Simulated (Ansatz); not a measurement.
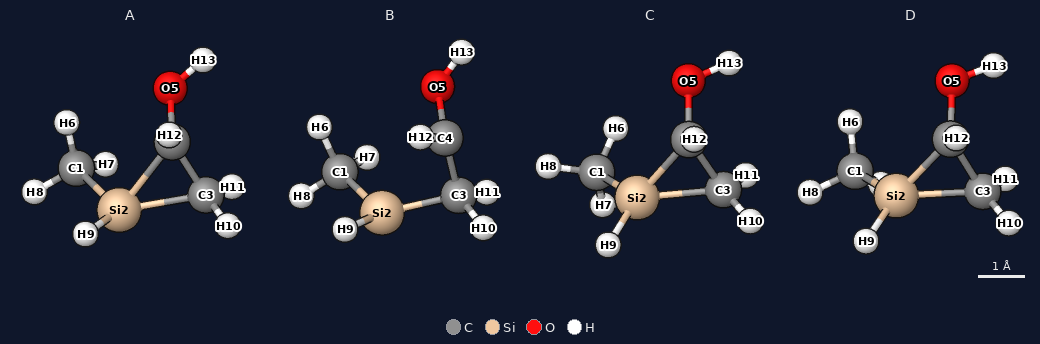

4 geometries from one relaxation of C$_{3}$H$_{8}$OSi, in shuffled order. The picture is a ball-and-stick view, seen at a tilt.

The run prepares an end point of a later path (torsion) calculation, from a guessed geometry.

Computed with RKS PBE0-D4/6-31G (Ansatz 0.2.0). Set-up: no spin polarisation; force threshold 0.015 eV/Å; at most 40 steps.

### Put them in the order of the run, from the start to the converged end.

B, A, D, C. They are steps 0, 3, 10, 21, at +43.1 kcal/mol, +9.69 kcal/mol, +0.62 kcal/mol relative to the last. Over 20 accepted moves (21 points after the start) the energy falls by 43.1 kcal/mol. Largest force component: 5.7 eV/Å at the start, 0.008 eV/Å at the end. The line search rejected the trial step at point 15 of the run. The largest moves after the best rigid fit, 1.18 Å, are those of H6 and H7. By element the largest moves are H 1.18 Å, O 0.48 Å, Si 0.40 Å, C 0.37 Å. Among the contacts that change: Si2–C4 2.353 → 1.902 Å, Si2–C3 1.749 → 1.909 Å, C1–Si2 1.791 → 1.894 Å, C1–H6 1.159 → 1.094 Å. Among the angles between lasting bonds that change: Si2–C3–C4 93.3° → 66.0°, H10–C3–H11 105.0° → 113.3°, C4–C3–H10 110.3° → 117.5°. The run took 87 s on 1 thread of AMD EPYC 7R13 Processor (Zen 3) (shared host), peak memory 0.16 GiB.
